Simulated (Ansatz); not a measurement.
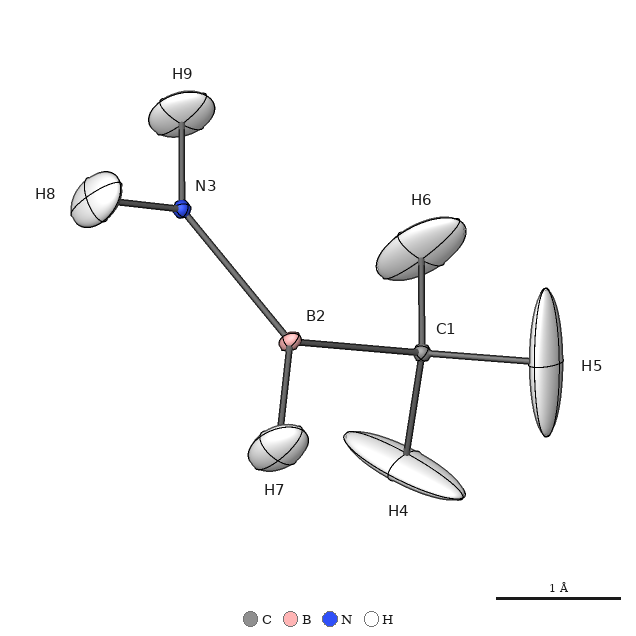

Displacement ellipsoids at the 50 % level, from the internal vibrations of the free molecule (harmonic, no overall translation or rotation; no half-axis is drawn under 0.075 Å). Vibrations computed with RKS PBE0-D4/def2-TZVP (Ansatz 0.2.0). Temperature: 400 K.

Give the displacement parameters, one line for each set of equivalent atoms.

```tsv
atom	U_eq (Å²)	rms amplitudes (Å)
C1	0.00092	0.020, 0.023, 0.043
B2	0.0027	0.029, 0.049, 0.069
N3	0.0013	0.019, 0.039, 0.044
H4, H5	0.0603	0.076, 0.140, 0.395
H6	0.0413	0.074, 0.161, 0.304
H7	0.0201	0.090, 0.127, 0.190
H8	0.0192	0.075, 0.133, 0.185
H9	0.0221	0.068, 0.151, 0.197
```
